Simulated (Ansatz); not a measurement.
Ti (hcp, Mg type) is sheared across one (0001) plane: the third cell vector gains the shift, so faults repeat every 14.0 Å. The cut lies between planes 2.33 Å apart; the cell height is held.

```
Ti
1.0
    2.93914     0.00000     0.00000
    1.46957     2.54537     0.00000
    0.00000     0.00000    13.95029
Ti
6
Direct
  0.33333   0.33333   0.08333
  0.33333   0.33333   0.41667
  0.33333   0.33333   0.75000
  0.66667   0.66667   0.91667
  0.66667   0.66667   0.25000
  0.66667   0.66667   0.58333
```

In-plane vectors a = (2.939, 0.000) Å, b = (1.470, 2.545) Å, area 7.48 Å². The shift is s times the vector a + b (length 5.091 Å), so s = 1 restores the start. Atoms relax along the normal only. γ = [E(shift) − E(0)] / area.

Calculation: PBE (plane waves to 420 eV, PAW, scalar-relativistic; Ansatz, a program for electronic structure). k mesh 15×15×3 (Γ-centred), Fermi-Dirac smearing 0.05 eV. E is the zero-smearing estimate. Some relaxations began with atoms very close together and may have settled on another branch. With partly filled bands, the k mesh leaves noise in γ, roughly 0.02 J/m² as judged from a few cases. Faults lie only 14.0 Å apart, and holding the cell height raises γ above its relaxed value. Ti is run without spin polarisation. Ti was relaxed with its symmetry unable to fall. The zero of γ is zero shift.

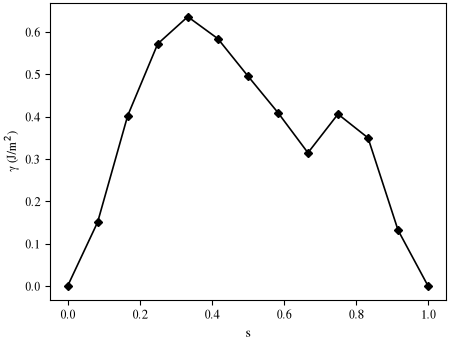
Figure: γ (J/m²) against s; markers are the computed points, lines only join them (the last repeats the first, one period on).

Problem. Does γ have a local minimum between the ends of the line, and at which s?

Solution. s = 0.667.

Problem. Which barrier is met on the easier way from s = 0 (or 1) to s = 0.667?

Solution. About 0.41 J/m².

Problem. What is the highest γ among twelve even steps of s?

Solution. About 0.64 J/m².

Problem. What is γ at the local minimum s = 0.667?

Solution. About 0.31 J/m².

(The slope of γ gives the shear force per area between the displaced halves; near zero shift its curvature is an elastic stiffness.)
